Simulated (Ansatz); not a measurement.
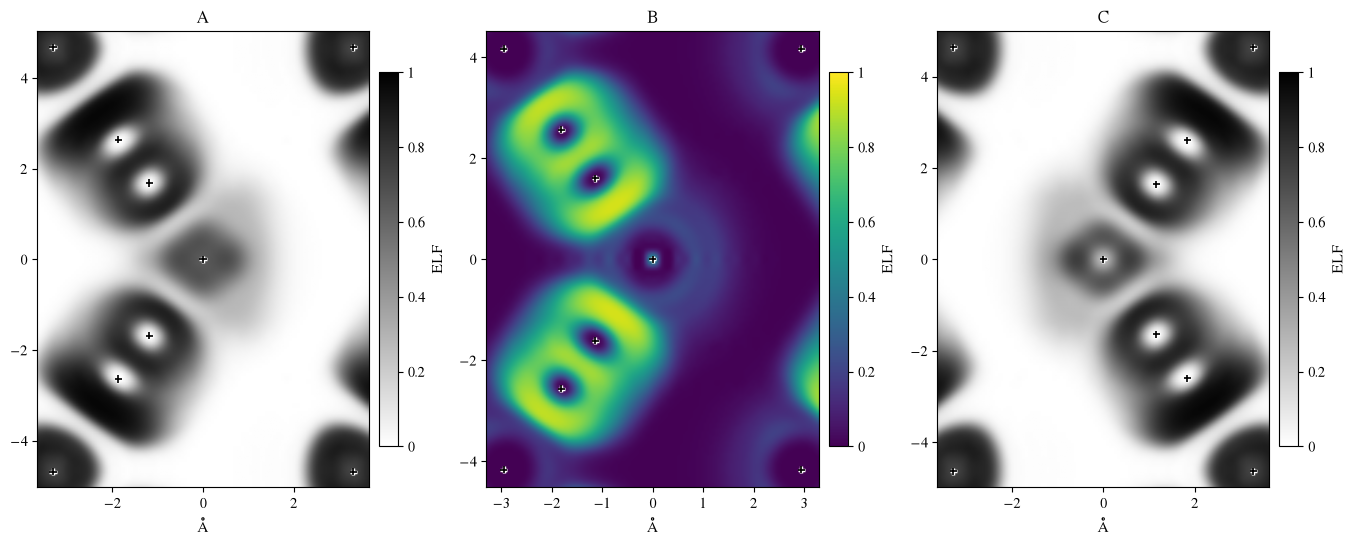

The ELF of 3 systems, each on a plane through atoms (crosses mark nuclei in the plane).

The calculation used DFT PBE, scalar-relativistic, plane waves, PAW (Ansatz 0.2.0).

System 1: CaIrC4N4, the (110) plane of the conventional cell. Space group P-43m; a structure generated by program, which may or may not match a known phase; spin-polarised.

```cif
data_structure
_symmetry_space_group_name_H-M 'P 1'
_symmetry_Int_Tables_number 1
_cell_length_a 6.5626
_cell_length_b 6.5626
_cell_length_c 6.5626
_cell_angle_alpha 90.000
_cell_angle_beta 90.000
_cell_angle_gamma 90.000
_cell_volume 282.64
loop_
_atom_site_label
_atom_site_type_symbol
_atom_site_fract_x
_atom_site_fract_y
_atom_site_fract_z
_atom_site_occupancy
Ca1 Ca 0.00000 0.00000 0.00000 1
Ir1 Ir 0.50000 0.50000 0.50000 1
C1 C 0.21956 0.21956 0.21956 1
C2 C 0.21956 0.78044 0.78044 1
C3 C 0.78044 0.21956 0.78044 1
C4 C 0.78044 0.78044 0.21956 1
N1 N 0.32290 0.32290 0.32290 1
N2 N 0.32290 0.67710 0.67710 1
N3 N 0.67710 0.32290 0.67710 1
N4 N 0.67710 0.67710 0.32290 1
```

System 2: ZnGaC4N4, the (110) plane of the conventional cell. Space group P-43m; a structure generated by program, which may or may not match a known phase; computed without spin polarisation.

```cif
data_structure
_symmetry_space_group_name_H-M 'P 1'
_symmetry_Int_Tables_number 1
_cell_length_a 5.8956
_cell_length_b 5.8956
_cell_length_c 5.8956
_cell_angle_alpha 90.000
_cell_angle_beta 90.000
_cell_angle_gamma 90.000
_cell_volume 204.92
loop_
_atom_site_label
_atom_site_type_symbol
_atom_site_fract_x
_atom_site_fract_y
_atom_site_fract_z
_atom_site_occupancy
Zn1 Zn 0.50000 0.50000 0.50000 1
Ga1 Ga 0.00000 0.00000 0.00000 1
C1 C 0.19296 0.19296 0.19296 1
C2 C 0.19296 0.80704 0.80704 1
C3 C 0.80704 0.19296 0.80704 1
C4 C 0.80704 0.80704 0.19296 1
N1 N 0.30766 0.30766 0.30766 1
N2 N 0.30766 0.69234 0.69234 1
N3 N 0.69234 0.30766 0.69234 1
N4 N 0.69234 0.69234 0.30766 1
```

System 3: CaPtC4N4, the (011̄) plane of the conventional cell. Space group P-43m; a structure generated by program, which may or may not match a known phase; spin-polarised.

```xyz
10
Lattice="6.6192 0.0000 0.0000 0.0000 6.6192 0.0000 0.0000 0.0000 6.6192" Properties=species:S:1:pos:R:3 pbc="T T T"
Ca    0.0000    0.0000    0.0000
Pt    3.3096    3.3096    3.3096
C     1.4422    1.4422    1.4422
C     1.4422    5.1770    5.1770
C     5.1770    1.4422    5.1770
C     5.1770    5.1770    1.4422
N     2.1189    2.1189    2.1189
N     2.1189    4.5003    4.5003
N     4.5003    2.1189    4.5003
N     4.5003    4.5003    2.1189
```

Match each panel to its system.

Answer. Panel A is system 3, CaPtC4N4: the plane holds Ca, Pt, C and N. C–N (1.17 Å): the ELF peaks at about 0.85 between the atoms. Panel B is system 2, ZnGaC4N4: the plane holds Zn, Ga, C and N. C–N (1.17 Å): the ELF peaks at about 0.85 between the atoms. Panel C is system 1, CaIrC4N4: the plane holds Ca, Ir, C and N. C–N (1.17 Å): the ELF peaks at about 0.85 between the atoms (inside overlapping PAW spheres, so only a guide): a short, multiple covalent bond.
